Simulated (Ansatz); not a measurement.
Process, species as SMILES: FCl (F-Cl) → Cl atom + F atom
B3LYP-D3(BJ)/def2-TZVP geometries, fixed; electronic energies without zero-point terms.

Basis-set convergence of the atomisation energy at PBE with Ansatz (a quantum-chemistry and plane-wave program). Cartesian d functions, on some or all atoms, in 6-31G**, 6-311+G**; all else is spherical. The program fits the integrals of some runs and decomposes those of others, by size. Open shells are unrestricted. No added dispersion term, no relativity. Functions are those of the species that has most. Reference: the value in aug-cc-pV(5+d)Z, 72.55 kcal/mol, itself unsure by roughly 0.05 kcal/mol (its mean distance from pcseg-4, aug-pcseg-3, aug-cc-pV(Q+d)Z). Deviations are taken from unrounded values.

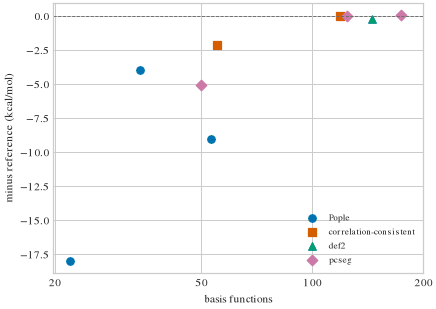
Deviation from the reference against the number of basis functions, by family of sets.

```csv
basis,functions,atomisation energy (kcal/mol),minus reference (kcal/mol)
3-21G,22,54.54,-18.01
6-31G**,34,68.57,-3.97
aug-pcseg-1,50,67.44,-5.11
6-311+G**,53,63.47,-9.07
aug-cc-pV(D+d)Z,55,70.37,-2.17
cc-pV(Q+d)Z,119,72.52,-0.02
pcseg-3,124,72.53,-0.02
def2-QZVPPD,145,72.31,-0.23
aug-pcseg-3,174,72.59,0.04
```
